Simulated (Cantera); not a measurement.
Feed: 1 mol TiC, 0.0043 mol C, 0.78 mol H2, 0.0026 mol O2, equilibrated at 97000 Pa.

Cantera equilibrium calculation (NASA polynomials, part measured and part estimated; ideal gas, pure solids and liquids). Candidate condensed phases: C, C6H6, C7H8, C8H18, H2O, Ti, TiC, TiO, TiO2, Ti2O3, Ti3O5, Ti4O7; 113 gas species. Mutual solubility and eutectic melting of coexisting phases are not modelled. TiC, TiO: taken at fixed stoichiometry. Condensed phases not in the tables: solid solutions among these carbides, nitrides and lower oxides. Equilibrium is a limit: real reactors are often held back by kinetics, nucleation or transport.

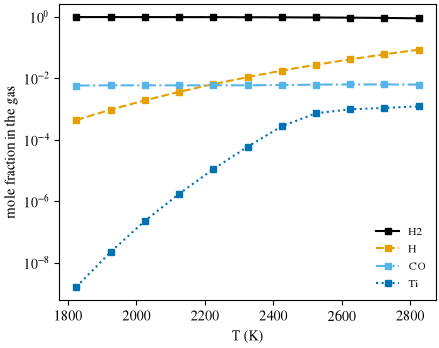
Figure. Equilibrium gas composition (values under 1e-9 drawn at 1e-9)

At 1825 K the condensed part is TiC(s) + Ti2O3(s). At 1925 K the condensed part is TiC(s) + TiO(s). From 2025 K to 2425 K the condensed part is TiC(s) + TiO(l). From 2525 K to 2825 K the condensed part is TiC(s). The main Ti-bearing gas is TiO at 1825 K and Ti at 2825 K.
